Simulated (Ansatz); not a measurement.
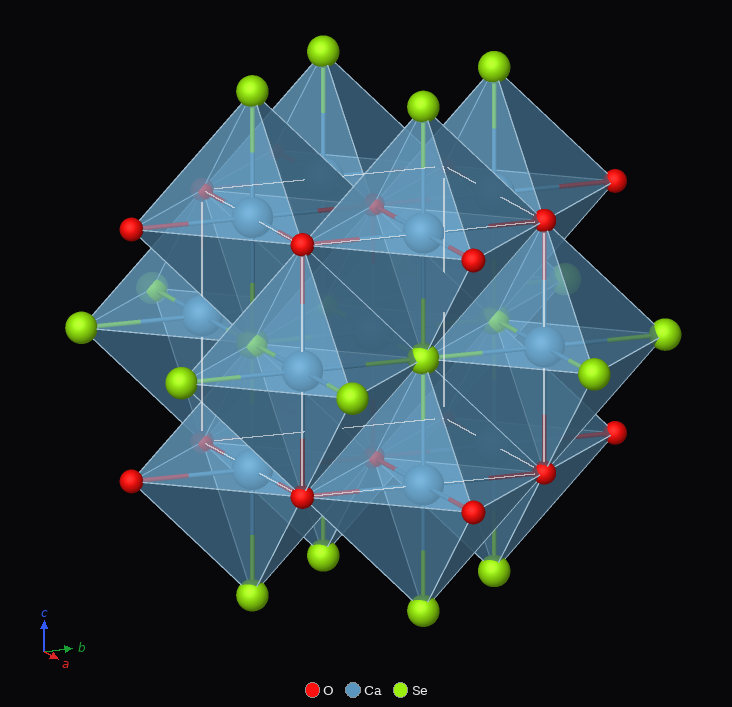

Structure drawing (polyhedral), viewed slightly off an axis. The parallelepiped is the conventional unit cell. Some neighbours outside the box are added.

Ca2SeO, space group Cmmm (No. 65), a = 5.411 Å, b = 5.572 Å, c = 5.494 Å, α = 90.00°, β = 90.00°, γ = 90.00°. The starting point was a structure type filled with these elements by a generator (whether the compound takes this form wasn't checked). The cell was then strained or its atoms displaced on purpose. Ansatz was used for an electronic-structure calculation on it.

This one geometry was computed with Ansatz (DFT, plane waves, PAW) at three levels of theory: r2SCAN, HSE06 and PBE. It was relaxed with r2SCAN and then strained.

How does the band gap change with the level of theory?

PBE: a gap of 2.05 eV, direct; r2SCAN: a gap of 2.51 eV, direct; HSE06: a gap of 3.23 eV, direct.

Collect the results in a table.

| level | cutoff (eV) | k-mesh of the run's cell | gap (eV) | pressure (GPa) |
| --- | --- | --- | --- | --- |
| r2SCAN | 500 | 6×6×6 | 2.51 | 0.1 |
| HSE06 | 420 | 4×4×4 | 3.23 | 0.3 |
| PBE | 420 | 6×6×6 | 2.05 | 1.1 |

Gaps are taken on the k-mesh or band path of each run.
